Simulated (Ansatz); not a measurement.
# C₄H₁₀Cl₃NSi: basis-set convergence

Aim: see how fast density functionals converge with the basis set for C₄H₁₀Cl₃NSi.

The runs use Ansatz 0.2.0, Gaussian basis; one geometry, several basis sets.

Levels to be run: PBE0-D4/def2-SVP; ωB97M-V/def2-SVP; PBE0-D4/def2-QZVPP; ωB97M-V/def2-QZVPP; the functionals' def2-TZVPP values are taken from earlier runs.

### Step 1. Structure used throughout

All runs share one geometry, relaxed beforehand with PBE0-D4 in a triple-zeta def2 set.

SMILES `CC(C)(C)N[Si](Cl)(Cl)Cl`, 19 atoms, charge 0, spin multiplicity 1.

Atoms are counted from 1 here; the program's logs count them from 0.

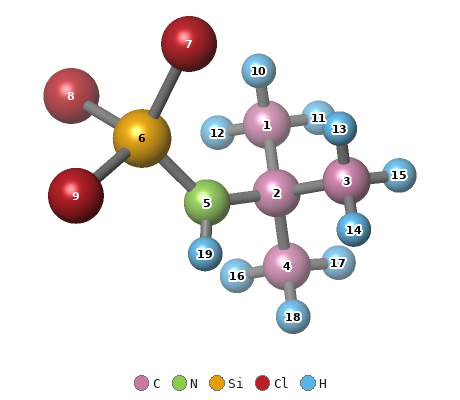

The geometry (carbon pink, nitrogen green, silicon amber, chlorine red, hydrogen blue); atoms are numbered from 1 in the order of the file.

### Step 2. PBE0-D4 in def2-SVP

The input, in.yaml:

```yaml
crystal:
  periodic: [false, false, false]
  atoms:
    - {symbol: C, position_ang: [-0.362245, -1.352477, 0.594855]}
    - {symbol: C, position_ang: [-0.145775, 0.149586, 0.475925]}
    - {symbol: C, position_ang: [1.136683, 0.550264, 1.202230]}
    - {symbol: C, position_ang: [-1.337190, 0.885808, 1.077265]}
    - {symbol: N, position_ang: [-0.054532, 0.530489, -0.939786]}
    - {symbol: Si, position_ang: [0.480407, -0.316392, -2.289039]}
    - {symbol: Cl, position_ang: [2.308978, -1.203022, -2.052909]}
    - {symbol: Cl, position_ang: [-0.774498, -1.808476, -2.887511]}
    - {symbol: Cl, position_ang: [0.610473, 1.049856, -3.795410]}
    - {symbol: H, position_ang: [0.469468, -1.914905, 0.162436]}
    - {symbol: H, position_ang: [-0.431671, -1.630375, 1.648162]}
    - {symbol: H, position_ang: [-1.283515, -1.658040, 0.096403]}
    - {symbol: H, position_ang: [1.998097, 0.033761, 0.774596]}
    - {symbol: H, position_ang: [1.308061, 1.626451, 1.115136]}
    - {symbol: H, position_ang: [1.076192, 0.302048, 2.264933]}
    - {symbol: H, position_ang: [-2.259508, 0.607838, 0.563432]}
    - {symbol: H, position_ang: [-1.442155, 0.646843, 2.137845]}
    - {symbol: H, position_ang: [-1.208638, 1.969027, 0.991337]}
    - {symbol: H, position_ang: [-0.130131, 1.527217, -1.083597]}
basis:
  gaussian: {orbitals: def2-SVP}
hamiltonian: {xc: pbe0, dispersion: d4}
output: {orbitals: {seedname: orbitals}}
```

On the command line:

```sh
> ansatz run in.yaml --threads 4 --pin off --events-out ev --progress --plain --max-ram 66560MiB --backend cpu
```

What it wrote:

```text
Functional definition: PBE0
  name "PBE0"
  cite "Adamo & Barone, J. Chem. Phys. 110, 6158 (1999) doi:10.1063/1.478522"
  cite "Perdew, Burke & Ernzerhof, Phys. Rev. Lett. 77, 3865 (1996) doi:10.1103/PhysRevLett.77.3865"
  parent pbe
  parameter a = 0.25
  parameter kappa = 0.804
  parameter beta = 0.06672455060314922
  exchange = (1 - a)*pbe_x(kappa = kappa, mu = beta*pi^2/3) + a*exact_x
  correlation = pbe_c(beta = beta)
1888 factors; integrals over basis functions are off by at most 1.5e-3 eV
mean field evaluation 1: about -51200.2357 eV, gradient 6.8e1 eV
mean field evaluation 2: about -51192.3832 eV, gradient 8.8e1 eV
mean field evaluation 4: about -51210.9842 eV, gradient 3.3e0 eV
mean field evaluation 8: about -51211.3513 eV, gradient 4.1e-1 eV
mean field evaluation 16: about -51211.3516 eV, gradient 7.7e-5 eV
mean field -51211.35164934 eV, -1881.9824608122 hartree, gradient 2.6e-5 eV, S^2 0.000000; 0 other end points of the search recorded, 0 dependent functions left out
reference -51211.35168015 eV, -1881.9824619444 hartree; 53, 53 occupied and 139, 139 virtual orbitals, 1888 factors
Total energy: -51211.95652189 eV, -1882.0046894687 hartree
```

It took 6.5 s on 4 threads of AMD EPYC 7R13, shared host; peak memory 0.73 GiB.

### Step 3. ωB97M-V in def2-SVP

in.yaml: that of step 2 with these lines changed.

```diff
@@ -24,3 +24,3 @@
   gaussian: {orbitals: def2-SVP}
-hamiltonian: {xc: pbe0, dispersion: d4}
+hamiltonian: {xc: {name: wB97M-V}}
 output: {orbitals: {seedname: orbitals}}
```

Launched as before.

What it wrote (excerpt; [...] marks lines left out):

```text
Functional definition: wB97M-V
  name "wB97M-V"
  cite "Mardirossian & Head-Gordon, J. Chem. Phys. 144, 214110 (2016) doi:10.1063/1.4952647"
  cite "Becke, J. Chem. Phys. 107, 8554 (1997) doi:10.1063/1.475007"
  cite "Vydrov & Van Voorhis, J. Chem. Phys. 133, 244103 (2010) doi:10.1063/1.3521275"
  # Of w^i u^j: cxij and so on, Table III.
[...]
  gx(w, u) = 1 - cx + cx01*u + cx10*w
  gss(w, u) = css00 + css04*u^4 + css10*w + css20*w^2 + css43*w^4*u^3
  gos(w, u) = cos00 + cos10*w + (cos20 + cos21*u)*w^2 + (cos60 + cos61*u)*w^6
[...]
      + integral(e_c_pw_mod_opposite_spin*gos(b97_w_opposite, b97_u_opposite)) + vv10(b, c)
1888 factors; integrals over basis functions are off by at most 1.5e-3 eV
513 factors; integrals over basis functions are off by at most 5.7e-6 eV
[...]
mean field -51228.83472424 eV, -1882.6249519643 hartree, gradient 2.2e-5 eV, S^2 0.000000; 0 other end points of the search recorded, 0 dependent functions left out
reference -51228.83477132 eV, -1882.6249536945 hartree; 53, 53 occupied and 139, 139 virtual orbitals, 1888 factors
Total energy: -51228.83477132 eV, -1882.6249536945 hartree
```

Wall time 16 s (4 threads of AMD EPYC 7R13, shared host); peak memory 1 GiB.

### Step 4. PBE0-D4 in def2-QZVPP

in.yaml: that of step 3 with these lines changed.

```diff
@@ -23,4 +23,4 @@
 basis:
-  gaussian: {orbitals: def2-SVP}
-hamiltonian: {xc: {name: wB97M-V}}
+  gaussian: {orbitals: "def2-QZVPP.json"}
+hamiltonian: {xc: pbe0, dispersion: d4}
 output: {orbitals: {seedname: orbitals}}
```

On the command line:

```sh
> ansatz run in.yaml --threads 4 --pin off --events-out ev --progress --plain --max-ram 66560MiB --backend cuda --devices 0, --max-vram 37GiB
```

What it wrote:

```text
Functional definition: PBE0
  name "PBE0"
  cite "Adamo & Barone, J. Chem. Phys. 110, 6158 (1999) doi:10.1063/1.478522"
  cite "Perdew, Burke & Ernzerhof, Phys. Rev. Lett. 77, 3865 (1996) doi:10.1103/PhysRevLett.77.3865"
  parent pbe
  parameter a = 0.25
  parameter kappa = 0.804
  parameter beta = 0.06672455060314922
  exchange = (1 - a)*pbe_x(kappa = kappa, mu = beta*pi^2/3) + a*exact_x
  correlation = pbe_c(beta = beta)
2970 factors; their error is unknown
mean field evaluation 1: about -51218.9258 eV, gradient 8.6e1 eV
mean field evaluation 2: about -51198.6433 eV, gradient 1.2e2 eV
mean field evaluation 4: about -51235.1112 eV, gradient 6.8e0 eV
mean field evaluation 8: about -51235.2117 eV, gradient 3.1e-1 eV
mean field evaluation 16: about -51235.2558 eV, gradient 1.2e-4 eV
mean field -51235.25582538 eV, -1882.8609230789 hartree, gradient 7.7e-5 eV, S^2 0.000000; 0 other end points of the search recorded, 0 dependent functions left out
reference -51235.25587322 eV, -1882.8609248372 hartree; 53, 53 occupied and 812, 812 virtual orbitals, 2970 factors
Total energy: -51235.86071497 eV, -1882.8831523615 hartree
```

Wall time 11 s (1 × H100 (card shared with other runs) with 4 threads of AMD EPYC 7R13, shared host); peak host memory 1.4 GiB.

### Step 5. ωB97M-V in def2-QZVPP

in.yaml: that of step 4 with these lines changed.

```diff
@@ -24,3 +24,3 @@
   gaussian: {orbitals: "def2-QZVPP.json"}
-hamiltonian: {xc: pbe0, dispersion: d4}
+hamiltonian: {xc: {name: wB97M-V}}
 output: {orbitals: {seedname: orbitals}}
```

Launched as before.

What it wrote (excerpt; [...] marks lines left out):

```text
Functional definition: wB97M-V
  name "wB97M-V"
  cite "Mardirossian & Head-Gordon, J. Chem. Phys. 144, 214110 (2016) doi:10.1063/1.4952647"
  cite "Becke, J. Chem. Phys. 107, 8554 (1997) doi:10.1063/1.475007"
  cite "Vydrov & Van Voorhis, J. Chem. Phys. 133, 244103 (2010) doi:10.1063/1.3521275"
  # Of w^i u^j: cxij and so on, Table III.
[...]
  gx(w, u) = 1 - cx + cx01*u + cx10*w
  gss(w, u) = css00 + css04*u^4 + css10*w + css20*w^2 + css43*w^4*u^3
  gos(w, u) = cos00 + cos10*w + (cos20 + cos21*u)*w^2 + (cos60 + cos61*u)*w^6
[...]
      + integral(e_c_pw_mod_opposite_spin*gos(b97_w_opposite, b97_u_opposite)) + vv10(b, c)
2902 factors; their error is unknown
637 factors; integrals over basis functions are off by at most 1.7e-5 eV
[...]
mean field -51252.84238101 eV, -1883.5072170778 hartree, gradient 6.6e-5 eV, S^2 0.000000; 0 other end points of the search recorded, 0 dependent functions left out
reference -51252.84245567 eV, -1883.5072198214 hartree; 53, 53 occupied and 812, 812 virtual orbitals, 2902 factors
Total energy: -51252.84245567 eV, -1883.5072198214 hartree
```

It took 16 s on 1 × H100 (card shared with other runs) with 4 threads of AMD EPYC 7R13, shared host; peak host memory 1.6 GiB.

### Step 6. Density functionals: the series

The def2-TZVPP values come from earlier runs at the same geometry.

| functional | basis | functions | energy (eV) | from the largest (eV) | HOMO (eV) | LUMO (eV) |
| --- | --- | --- | --- | --- | --- | --- |
| PBE0-D4 | def2-SVP | 192 | -51211.9565 | 23.904 | -7.45 | 0.79 |
| PBE0-D4 | def2-TZVPP | 463 | -51234.1692 | 1.691 | -7.53 | 0.33 |
| PBE0-D4 | def2-QZVPP | 865 | -51235.8607 | 0.000 | -7.56 | 0.06 |
| ωB97M-V | def2-SVP | 192 | -51228.8348 | 24.008 | -9.73 | 2.68 |
| ωB97M-V | def2-TZVPP | 463 | -51251.2329 | 1.610 | -9.84 | 2.02 |
| ωB97M-V | def2-QZVPP | 865 | -51252.8425 | 0.000 | -9.87 | 1.37 |

### Step 7. Summary of results

| quantity | value |
| --- | --- |
| PBE0-D4: double and triple zeta above quadruple | 23.90, 1.69 eV |
| ωB97M-V: double and triple zeta above quadruple | 24.01, 1.61 eV |

For PBE0-D4 the step from double to triple zeta gains 22.21 eV and the next only 1.69 eV. These are total energies; as a rule much of such shifts cancels in differences, which this series doesn't test. The LUMO of ωB97M-V is positive and keeps falling with the basis (2.68 to 1.37 eV): an unbound level that the basis holds in place.
